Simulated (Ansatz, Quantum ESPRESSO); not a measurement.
# Mode couplings of AlRh in the L11 ordering in a second program, part 2 of 6

Each step names its level of theory.

So far. Step 2 (Tight relaxation): The largest force is now zero by symmetry and the largest stress component 0.0015 GPa. Step 3 (Second program, ground state): With these potentials, mesh and smearing the cell is at 0.32 GPa. The relaxed cell has a = 2.839, c = 11.853 Å (conventional setting).

The structure was built from a prototype and need not be the compound's stable phase.

**4. Phonons and couplings with ph.x: cold smearing of 0.2 eV**

Level of this step: DFT PBEsol, scalar-relativistic, plane waves, GBRV ultrasoft pseudopotentials (Quantum ESPRESSO).

ph.x gives each mode's frequency and linewidth; λ of a mode follows from Gaussian double-delta sums over the k mesh, here at four widths.

ph.in reads:

```
phonons and couplings
&INPUTPH
  prefix          = 'x'
  outdir          = './tmp'
  tr2_ph          = 1.0d-15
  fildyn          = 'x.dyn'
  fildvscf        = 'dvscf'
  ldisp           = .true.
  nq1             = 2
  nq2             = 2
  nq3             = 2
  electron_phonon = 'simple'
  el_ph_ngauss    = 0
  el_ph_sigma     = 0.00734986
  el_ph_nsigma    = 4
  alpha_mix(1)    = 0.5
  amass(1)        = 26.9815
  amass(2)        = 102.9055
/
```

Started as:

```bash
$ OMP_NUM_THREADS=1 mpirun -n 4 ph.x -nk 4 -in ph.in > ph.x.log
```

Log:

```text
[banner, memory and clock lines left out]
Program PHONON v.7.5

     ./tmp/x.save/

     IMPORTANT: XC functional enforced from input :
     Exchange-correlation= PBESOL
                           (   1   4  10   8   0   0   0)
     Any further DFT definition will be discarded
     Please, verify this is what you really want

     G-vector sticks info

     negative rho (up, down):  5.569E-02 0.000E+00
     Reading collected, re-writing distributed wavefunctions in ./tmp/

     Dynamical matrices for ( 2, 2, 2)  uniform grid of q-points
     (   4 q-points):
       N         xq(1)         xq(2)         xq(3)
       1   0.000000000   0.000000000   0.000000000
       2   0.250935318   0.250935318  -0.814404134
       3   0.501870635  -0.563468817  -0.563468817
       4  -0.312533499  -0.312533499  -0.312533499

     Number and degeneracy of irreps per q-point
       N         xq(1)         xq(2)         xq(3)   N irreps
       1   0.000000000   0.000000000   0.000000000       4
        1   1   2   2
       2   0.250935318   0.250935318  -0.814404134       6
     No degeneracy
       3   0.501870635  -0.563468817  -0.563468817       6
     No degeneracy
       4  -0.312533499  -0.312533499  -0.312533499       4
        1   2   1   2

     Saving dvscf to file. Distribute only q points, not irreducible representations.

     Calculation of q =    0.0000000   0.0000000   0.0000000

     phonons and couplings

     bravais-lattice index     =            0
     lattice parameter (alat)  =       8.0836  a.u.
     unit-cell volume          =     186.1455 (a.u.)^3
     number of atoms/cell      =            2
     number of atomic types    =            2
     kinetic-energy cut-off    =      45.0000  Ry
     charge density cut-off    =     360.0000  Ry
     convergence threshold     =      1.0E-15
     beta                      =       0.5000
     number of iterations used =            4
     Exchange-correlation= PBESOL
                           (   1   4  10   8   0   0   0)

     celldm(1)=    8.08360  celldm(2)=    0.00000  celldm(3)=    0.00000
     celldm(4)=    0.00000  celldm(5)=    0.00000  celldm(6)=    0.00000

     crystal axes: (cart. coord. in units of alat)
               a(1) = (  0.8462  0.3768  0.3768 )
               a(2) = (  0.3768  0.8462  0.3768 )
               a(3) = (  0.3768  0.3768  0.8462 )

     reciprocal axes: (cart. coord. in units 2 pi/alat)
               b(1) = (  1.6288 -0.5019 -0.5019 )
               b(2) = ( -0.5019  1.6288 -0.5019 )
               b(3) = ( -0.5019 -0.5019  1.6288 )

     Atoms inside the unit cell:

     Cartesian axes

     site n.  atom      mass           positions (alat units)
        1  Al     26.9815   tau(    1) = (    0.00000    0.00000    0.00000  )
        2  Rh    102.9055   tau(    2) = (    0.79991    0.79991    0.79991  )

     Computing dynamical matrix for
                    q = (   0.0000000   0.0000000   0.0000000 )

     13 Sym.Ops. (with q -> -q+G )

     G cutoff =  595.8718  (  21525 G-vectors)     FFT grid: ( 50, 50, 50)
     G cutoff =  297.9359  (   7609 G-vectors)  smooth grid: ( 36, 36, 36)

     number of k points=    65  Marzari-Vanderbilt smearing, width (Ry)=  0.0147

     PseudoPot. # 1 for Al read from file:
     ./pseudo/Al.upf
     Pseudo is Ultrasoft + core correction, Zval =  3.0
     Using radial grid of  893 points,  3 beta functions with:
                l(1) =   0
                l(2) =   1
                l(3) =   2
     Q(r) pseudized with  8 coefficients,  rinner =    0.900   0.900   0.900
                                                       0.900   0.900

     PseudoPot. # 2 for Rh read from file:
     ./pseudo/Rh.upf
     Pseudo is Ultrasoft + core correction, Zval = 15.0
     Using radial grid of  969 points,  7 beta functions with:
                l(1) =   0
                l(2) =   0
                l(3) =   1
                l(4) =   1
                l(5) =   2
                l(6) =   2
                l(7) =   2
     Q(r) pseudized with  8 coefficients,  rinner =    1.200   1.200   1.200
                                                       1.200   1.200

     Mode symmetry, D_3d (-3m)  point group:

     Atomic displacements:
     There are    4 irreducible representations

     Representation     1      1 modes -  To be done

     Representation     2      1 modes -  To be done

     Representation     3      2 modes -  To be done

     Representation     4      2 modes -  To be done

     Alpha used in Ewald sum =   2.8000

     negative rho (up, down):  5.569E-02 0.000E+00

     Representation #   1 mode #   1

     Self-consistent Calculation

     Pert. #  1: Fermi energy shift (Ry) =     0.0000E+00     0.0000E+00

      thresh= 1.000E-02 alpha_mix =  0.500 |ddv_scf|^2 =  8.122E-07

     Pert. #  1: Fermi energy shift (Ry) =     0.0000E+00     0.0000E+00

      thresh= 9.012E-05 alpha_mix =  0.500 |ddv_scf|^2 =  1.201E-07

     Pert. #  1: Fermi energy shift (Ry) =     0.0000E+00     0.0000E+00

      thresh= 3.465E-05 alpha_mix =  0.500 |ddv_scf|^2 =  7.010E-09

     Pert. #  1: Fermi energy shift (Ry) =     0.0000E+00     0.0000E+00

      thresh= 8.372E-06 alpha_mix =  0.500 |ddv_scf|^2 =  3.132E-11

     Pert. #  1: Fermi energy shift (Ry) =     0.0000E+00     0.0000E+00

      thresh= 5.597E-07 alpha_mix =  0.500 |ddv_scf|^2 =  1.544E-12

     Pert. #  1: Fermi energy shift (Ry) =     0.0000E+00     0.0000E+00

      thresh= 1.242E-07 alpha_mix =  0.500 |ddv_scf|^2 =  1.047E-13

     Pert. #  1: Fermi energy shift (Ry) =     0.0000E+00     0.0000E+00

      thresh= 3.235E-08 alpha_mix =  0.500 |ddv_scf|^2 =  2.664E-16

     End of self-consistent calculation

     Convergence has been achieved

     Representation #   2 mode #   2

     Self-consistent Calculation

     Pert. #  1: Fermi energy shift (Ry) =     0.0000E+00     0.0000E+00

      thresh= 1.000E-02 alpha_mix =  0.500 |ddv_scf|^2 =  9.221E-05

     Pert. #  1: Fermi energy shift (Ry) =     0.0000E+00     0.0000E+00

      thresh= 9.602E-04 alpha_mix =  0.500 |ddv_scf|^2 =  1.151E-05

     Pert. #  1: Fermi energy shift (Ry) =     0.0000E+00     0.0000E+00

      thresh= 3.393E-04 alpha_mix =  0.500 |ddv_scf|^2 =  5.079E-08

     Pert. #  1: Fermi energy shift (Ry) =     0.0000E+00     0.0000E+00

      thresh= 2.254E-05 alpha_mix =  0.500 |ddv_scf|^2 =  5.032E-10

     Pert. #  1: Fermi energy shift (Ry) =     0.0000E+00     0.0000E+00

      thresh= 2.243E-06 alpha_mix =  0.500 |ddv_scf|^2 =  1.544E-11

     Pert. #  1: Fermi energy shift (Ry) =     0.0000E+00     0.0000E+00

      thresh= 3.930E-07 alpha_mix =  0.500 |ddv_scf|^2 =  6.315E-13

[...]
PseudoPot. # 2 for Rh read from file:
     ./pseudo/Rh.upf
     Pseudo is Ultrasoft + core correction, Zval = 15.0
     Using radial grid of  969 points,  7 beta functions with:
[...]
Q(r) pseudized with  8 coefficients,  rinner =    1.200   1.200   1.200
                                                       1.200   1.200

     atomic species   valence    mass     pseudopotential
     Al                3.00    26.98150     Al( 1.00)
     Rh               15.00   102.90550     Rh( 1.00)

     12 Sym. Ops., with inversion, found

   Cartesian axes

     site n.     atom                  positions (alat units)
         1        Al     tau(   1) = (   0.0000000   0.0000000   0.0000000  )
         2        Rh     tau(   2) = (   0.7999143   0.7999143   0.7999143  )

     number of k points=   130  Marzari-Vanderbilt smearing, width (Ry)=  0.0147

     Number of k-points >= 100: set verbosity='high' to print them.

     Dense  grid:    21525 G-vectors     FFT dimensions: (  50,  50,  50)

     Smooth grid:     7609 G-vectors     FFT dimensions: (  36,  36,  36)

     The potential is recalculated from file :
     ./tmp/_ph0/x.q_4/x.save/charge-density

     negative rho (up, down):  5.569E-02 0.000E+00
     Starting wfcs are   16 atomic +    2 random wfcs

     Band Structure Calculation
     Davidson diagonalization with overlap

     ethr =  5.56E-11,  avg # of iterations = 14.0

     End of band structure calculation

     Number of k-points >= 100: set verbosity='high' to print the bands.

     the Fermi energy is    15.0973 ev

     Writing config to output data dir ./tmp/_ph0/x.q_4/x.save/ :
     XML data file

     phonons and couplings

     bravais-lattice index     =            0
     lattice parameter (alat)  =       8.0836  a.u.
     unit-cell volume          =     186.1455 (a.u.)^3
     number of atoms/cell      =            2
     number of atomic types    =            2
     kinetic-energy cut-off    =      45.0000  Ry
     charge density cut-off    =     360.0000  Ry
     convergence threshold     =      1.0E-15
     beta                      =       0.5000
     number of iterations used =            4
     Exchange-correlation= PBESOL
                           (   1   4  10   8   0   0   0)

     celldm(1)=    8.08360  celldm(2)=    0.00000  celldm(3)=    0.00000
     celldm(4)=    0.00000  celldm(5)=    0.00000  celldm(6)=    0.00000

     crystal axes: (cart. coord. in units of alat)
               a(1) = (  0.8462  0.3768  0.3768 )
               a(2) = (  0.3768  0.8462  0.3768 )
               a(3) = (  0.3768  0.3768  0.8462 )

     reciprocal axes: (cart. coord. in units 2 pi/alat)
               b(1) = (  1.6288 -0.5019 -0.5019 )
               b(2) = ( -0.5019  1.6288 -0.5019 )
               b(3) = ( -0.5019 -0.5019  1.6288 )

     Atoms inside the unit cell:

     Cartesian axes

     site n.  atom      mass           positions (alat units)
        1  Al     26.9815   tau(    1) = (    0.00000    0.00000    0.00000  )
        2  Rh    102.9055   tau(    2) = (    0.79991    0.79991    0.79991  )

     Computing dynamical matrix for
                    q = (  -0.3125335  -0.3125335  -0.3125335 )

     13 Sym.Ops. (with q -> -q+G )

     G cutoff =  595.8718  (  21525 G-vectors)     FFT grid: ( 50, 50, 50)
     G cutoff =  297.9359  (   7609 G-vectors)  smooth grid: ( 36, 36, 36)

     number of k points=   130  Marzari-Vanderbilt smearing, width (Ry)=  0.0147

     PseudoPot. # 1 for Al read from file:
     ./pseudo/Al.upf
     Pseudo is Ultrasoft + core correction, Zval =  3.0
     Using radial grid of  893 points,  3 beta functions with:
[...]
l(3) =   2
     Q(r) pseudized with  8 coefficients,  rinner =    0.900   0.900   0.900
                                                       0.900   0.900

     PseudoPot. # 2 for Rh read from file:
     ./pseudo/Rh.upf
     Pseudo is Ultrasoft + core correction, Zval = 15.0
     Using radial grid of  969 points,  7 beta functions with:
                l(1) =   0
                l(2) =   0
                l(3) =   1
                l(4) =   1
                l(5) =   2
                l(6) =   2
                l(7) =   2
     Q(r) pseudized with  8 coefficients,  rinner =    1.200   1.200   1.200
                                                       1.200   1.200

     Mode symmetry, D_3d (-3m)  point group:

     Atomic displacements:
     There are    4 irreducible representations

     Representation     1      1 modes -  To be done

     Representation     2      2 modes -  To be done

     Representation     3      1 modes -  To be done

     Representation     4      2 modes -  To be done

     Alpha used in Ewald sum =   2.8000

     negative rho (up, down):  5.569E-02 0.000E+00

     Representation #   1 mode #   1

     Self-consistent Calculation

[...]
End of self-consistent calculation

     Convergence has been achieved

     Representation #   2 modes #   2   3

     Self-consistent Calculation

[...]
End of self-consistent calculation

     Convergence has been achieved

     Representation #   3 mode #   4

     Self-consistent Calculation

[...]
thresh= 4.760E-08 alpha_mix =  0.500 |ddv_scf|^2 =  1.581E-14

      thresh= 1.257E-08 alpha_mix =  0.500 |ddv_scf|^2 =  6.648E-16

     End of self-consistent calculation

     Convergence has been achieved

     Representation #   4 modes #   5   6

     Self-consistent Calculation

      thresh= 1.000E-02 alpha_mix =  0.500 |ddv_scf|^2 =  2.058E-08

      thresh= 1.435E-05 alpha_mix =  0.500 |ddv_scf|^2 =  4.665E-09

      thresh= 6.830E-06 alpha_mix =  0.500 |ddv_scf|^2 =  1.013E-11

      thresh= 3.183E-07 alpha_mix =  0.500 |ddv_scf|^2 =  8.080E-14

      thresh= 2.843E-08 alpha_mix =  0.500 |ddv_scf|^2 =  9.579E-15

      thresh= 9.787E-09 alpha_mix =  0.500 |ddv_scf|^2 =  5.578E-16

     End of self-consistent calculation

     Convergence has been achieved

     Number of q in the star =    1
     List of q in the star:
          1  -0.312533499  -0.312533499  -0.312533499

     Diagonalizing the dynamical matrix

     q = (   -0.312533499  -0.312533499  -0.312533499 )

 **************************************************************************
     freq (    1) =       1.834984 [THz] =      61.208462 [cm-1]
     freq (    2) =       1.834984 [THz] =      61.208462 [cm-1]
     freq (    3) =       5.232088 [THz] =     174.523671 [cm-1]
     freq (    4) =       5.585604 [THz] =     186.315685 [cm-1]
     freq (    5) =       5.585604 [THz] =     186.315685 [cm-1]
     freq (    6) =      10.444221 [THz] =     348.381722 [cm-1]
 **************************************************************************

     Mode symmetry, D_3d (-3m)  point group:

     freq (   1-   2) =         61.2  [cm-1]   --> E_g  L_3
     freq (   3-   3) =        174.5  [cm-1]   --> A_1g L_1
     freq (   4-   5) =        186.3  [cm-1]   --> E_u  L_3'
     freq (   6-   6) =        348.4  [cm-1]   --> A_2u L_2'

     Gaussian Broadening:   0.007 Ry, ngauss=   0
     DOS = 13.504482 states/spin/Ry/Unit Cell at Ef= 15.073082 eV
     double delta at Ef =677.829108
[...]
Gaussian Broadening:   0.015 Ry, ngauss=   0
     DOS = 11.565794 states/spin/Ry/Unit Cell at Ef= 15.098993 eV
     double delta at Ef =465.853846
[...]
Gaussian Broadening:   0.022 Ry, ngauss=   0
     DOS = 10.207060 states/spin/Ry/Unit Cell at Ef= 15.117361 eV
     double delta at Ef =332.215429
[...]
lambda(    5)=  0.0111   gamma=    3.39 GHz
     lambda(    6)=  0.0556   gamma=   59.07 GHz

     Gaussian Broadening:   0.029 Ry, ngauss=   0
     DOS =  9.489406 states/spin/Ry/Unit Cell at Ef= 15.130047 eV
     double delta at Ef =258.801111
     lambda(    1)=  0.3261   gamma=    9.95 GHz
     lambda(    2)=  0.3261   gamma=    9.95 GHz
     lambda(    3)=  0.0416   gamma=   10.31 GHz
     lambda(    4)=  0.0097   gamma=    2.74 GHz
     lambda(    5)=  0.0097   gamma=    2.74 GHz
     lambda(    6)=  0.0466   gamma=   46.04 GHz
```

The job ended after 13 min (4 MPI ranks of Arm Neoverse V1, shared host; 53 min of CPU time).

Numbers from this step:

| Item | Value |
| --- | --- |
| highest frequency, solved or plainly interpolated | 348.4 cm⁻¹ |
| omega log against width | 15.6, 14.25, 14.61, 14.9 meV, at widths 0.1 to 0.4 eV |

As ph.x prints them, no sum rule imposed; at the zone centre the sum is no linewidth. Double-delta sums:

```csv
q1,q2,q3,star,mode,omega (meV),"lambda_q, sigma 0.1 eV","lambda_q, sigma 0.2 eV","lambda_q, sigma 0.3 eV","lambda_q, sigma 0.4 eV",half width at sigma 0.2 (meV)
0,0,0,1,1,-0.858,0,0,0,0,0
0,0,0,1,2,-0.858,0,0,0,0,0
0,0,0,1,3,-0.3585,0,0,0,0,0
0,0,0,1,4,23.41,0.0017,0.0013,0.001,0.001,0.001861
0,0,0,1,5,23.41,0.0017,0.0013,0.001,0.001,0.001861
0,0,0,1,6,42.8,0,0,0,2.00e-4,0
0,0,0.5,3,1,16.44,0.0669,0.0891,0.0998,0.1025,0.06431
0,0,0.5,3,2,17.72,0.0977,0.0532,0.0543,0.0619,0.04462
0,0,0.5,3,3,24.35,0.1587,0.13,0.1232,0.1138,0.2059
0,0,0.5,3,4,30.11,0.0282,0.0117,0.0081,0.007,0.02833
0,0,0.5,3,5,40.86,0.0234,0.0215,0.0173,0.0149,0.09603
0,0,0.5,3,6,42.11,0.1115,0.0788,0.0656,0.0605,0.3733
0,0.5,0.5,3,1,11.33,0.1761,0.3736,0.3548,0.3244,0.128
0,0.5,0.5,3,2,14.4,0.1548,0.1122,0.0947,0.0957,0.06208
0,0.5,0.5,3,3,18.85,0.1764,0.1686,0.1498,0.1336,0.1601
0,0.5,0.5,3,4,29.43,0.0168,0.0109,0.0092,0.0089,0.02531
0,0.5,0.5,3,5,39.81,0.0131,0.0121,0.011,0.0101,0.05132
0,0.5,0.5,3,6,42.21,0.0077,0.0096,0.0079,0.0069,0.04549
0.5,0.5,0.5,1,1,7.589,0.5942,0.5844,0.4161,0.3261,0.08987
0.5,0.5,0.5,1,2,7.589,0.5942,0.5844,0.4161,0.3261,0.08987
0.5,0.5,0.5,1,3,21.64,0.2318,0.0936,0.0553,0.0416,0.117
0.5,0.5,0.5,1,4,23.1,0.0187,0.0124,0.0111,0.0097,0.01762
0.5,0.5,0.5,1,5,23.1,0.0187,0.0124,0.0111,0.0097,0.01762
0.5,0.5,0.5,1,6,43.19,0.0639,0.0648,0.0556,0.0466,0.323
```

Mean over the q mesh without its centre; few wavevectors enter, so none of the widths can be taken as converged. Coupling constant λ, lambda against Gaussian width:

```csv
Gaussian width (eV),"coupling constant λ, lambda"
0.100,0.659
0.200,0.652
0.300,0.565
0.400,0.511
```

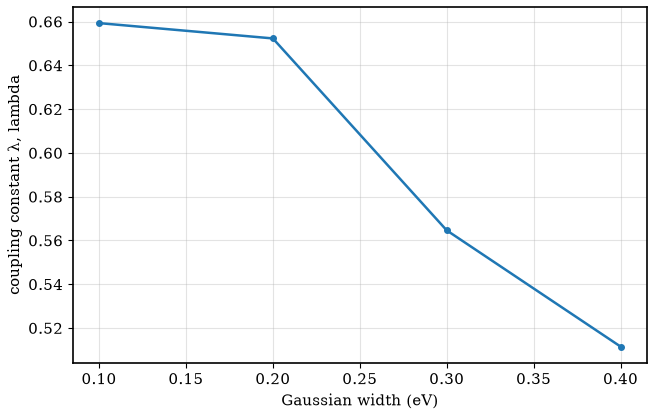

Coupling constant λ, lambda against Gaussian width.

λ runs from 0.659 at 0.1 eV to 0.511 at 0.4 eV.

(Part 2 of 6 ends here.)

[Logs are printed without paths, hosts, clocks, repeated set-up lines and the standing remarks that a program may print on its own settings, such as how far it seeks lower states.]

[Hosts, paths, dates, database ids (printed as entryN), source tags and the programs' standing remarks are cut or masked in the printed files.]
